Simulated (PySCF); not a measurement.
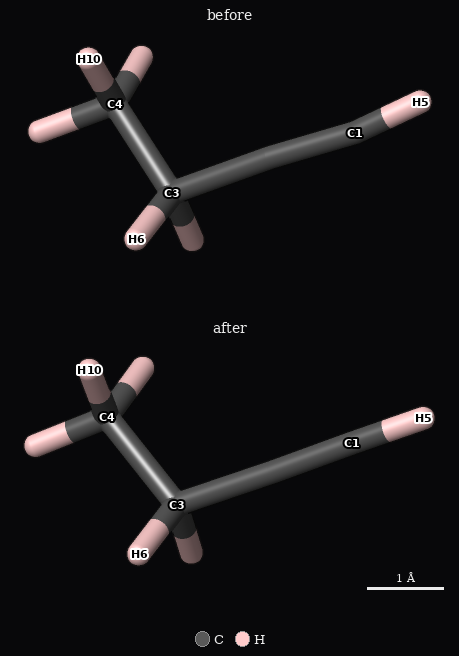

The structure of C4H6 before (top) and after (bottom) a relaxation, at one scale.

Style: stick. Shown at a tilt.

The start comes from MMFF94s. Its atoms were then displaced at random by about 0.03 Å.

All numbers below come from PBE0-D3(BJ)/def2-SVP geometry optimisation, gas phase (PySCF). 

**Describe what moved and what it gained.**

The energy falls by 16.8 kcal/mol in 6 geometry steps. The atom that moves furthest after the best rigid fit is a C atom (0.10 Å). By element the largest moves are C 0.10 Å, H 0.07 Å. Some distances before and after: C–C 1.437 → 1.527 Å, C–H 1.015 → 1.100 Å, C–H 1.017 → 1.074 Å, C–C 1.510 → 1.458 Å. Bond angles that change, for instance: C–C–H 171.5° → 179.2°, C–C–H 118.2° → 111.0°, H–C–H 101.4° → 108.2°.
